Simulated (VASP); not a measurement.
Band structure of Er (hcp). Method: r2SCAN+rVV10, VASP's PBE PAW potentials (set 64) (plane waves; VASP).

The 4f electrons are frozen in the core of the lanthanide potential, so 4f levels, which can set the real gap, and their magnetism are missing.

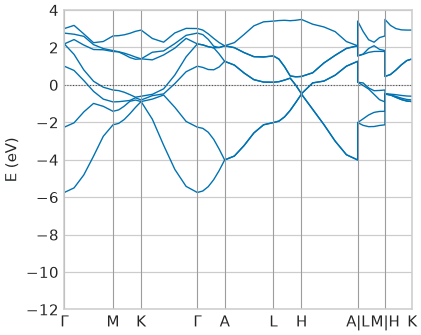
Figure. Bands along high-symmetry lines, zero at the valence-band maximum or, without a gap, the Fermi level

Read the plot: is there a gap, and where are the band edges?

It has no gap at this level: it comes out as a metal or semimetal.

The compound is Er in the hcp structure. It was relaxed first.
